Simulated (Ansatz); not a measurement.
# C2H5FMg (SMILES C[CH2][Mg][F]): what the fields show

```xyz
9

C    -0.5387    0.5892    0.0467
C    -0.0376    0.9492   -1.3729
F    -1.2158    4.4018   -2.7346
Mg   -0.6762    2.8212   -2.1119
H    -1.6473    0.5528    0.1037
H    -0.2034    1.3241    0.8091
H    -0.1715   -0.4063    0.3834
H    -0.3583    0.1717   -2.1014
H     1.0747    0.9369   -1.4014
```

Geometry: BLYP-D3(BJ)/def2-SVP.

All numbers below come from Ansatz 0.2.0, isolated molecule in a Gaussian basis; Kohn-Sham density functional theory, functional PBE0.

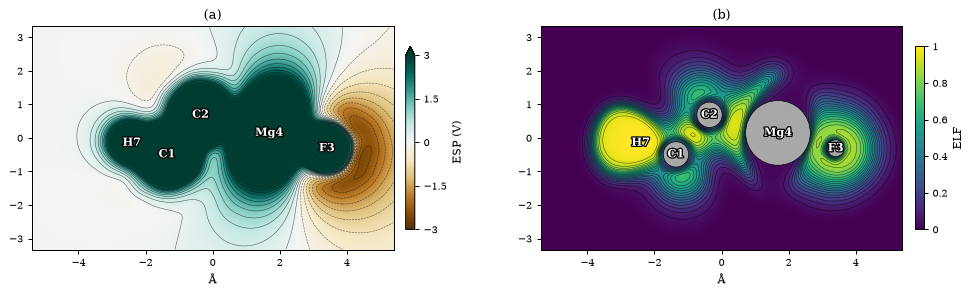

Figure 1. (a) molecular electrostatic potential; (b) ELF on the plane of atoms C1, C2 and Mg4. Grey discs cover the atomic cores in the ELF map.

Q: Read the bonding off the picture.

A: The section cuts through C, F, Mg and H sites.
C–C (1.55 Å): the ELF peaks at about 0.95 between the atoms: a covalent bond.
Mg–F (1.78 Å): the ELF peaks at about 0.85 in the valence shell of F, 0.6 Å from its nucleus, and is about 0.15 at the midpoint: a closed-shell, largely ionic contact.
C–Mg (2.11 Å): the ELF peaks at about 0.95 in the valence shell of C, 0.8 Å from its nucleus, and is about 0.75 at the midpoint.
C–H (1.11 Å): the ELF climbs to about 1 towards the hydrogen, as it does in any bond to H (an ordinary covalent bond to hydrogen).
Outside the dense part of the molecule the potential is most negative (−2.5 V) near F3.

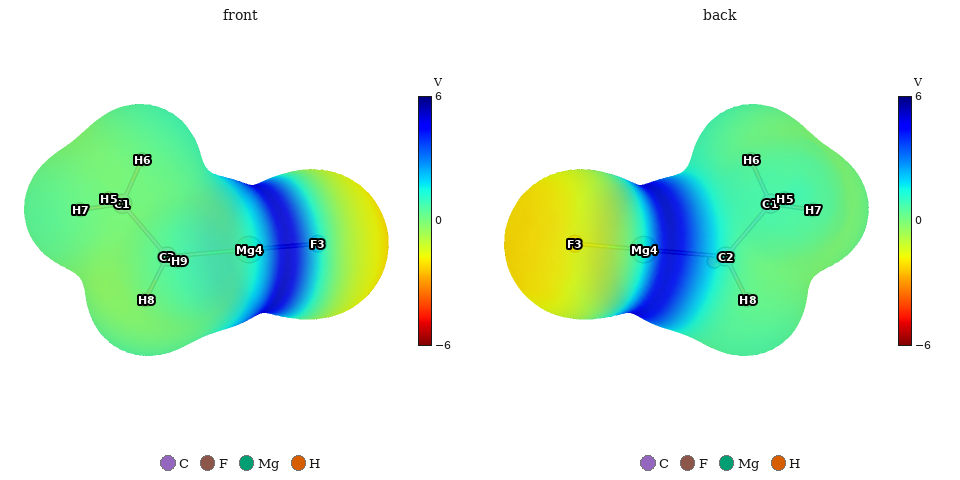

Figure 2. The electrostatic potential painted on the density surface at 0.002 e/bohr³, seen from the front and from behind; the colour scale runs from red (negative) to blue (positive).

Q: Describe the electrostatic potential map.

A: The most negative region (about −2.1 V) lies over F3, the most positive (about +5.0 V) over Mg4.

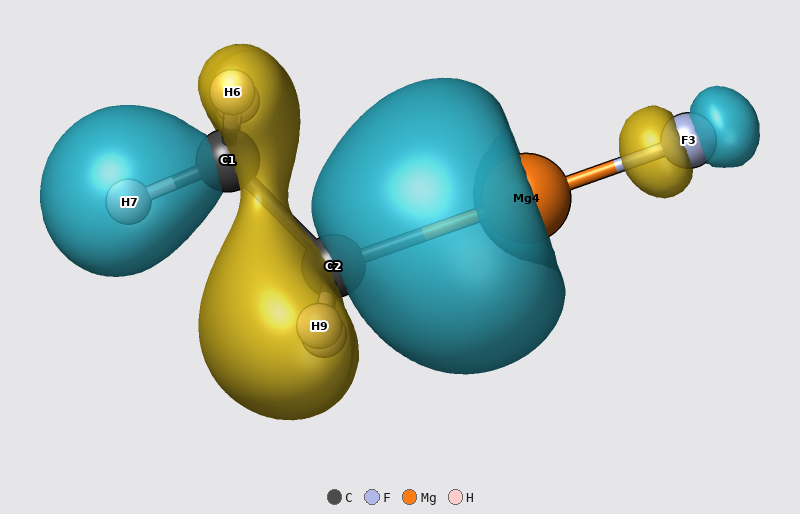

Figure 3. The HOMO at ±0.08 Å⁻³ᐟ² (yellow and cyan are the two phases), seen across its widest extent.

Q: Describe this orbital and give its energy.

A: By Hirshfeld shares it lies mainly on C2 (about 45 %), Mg4 (about 20 %), C1 (about 10 %) and H7 (about 5 %). Its energy is −6.95 eV.
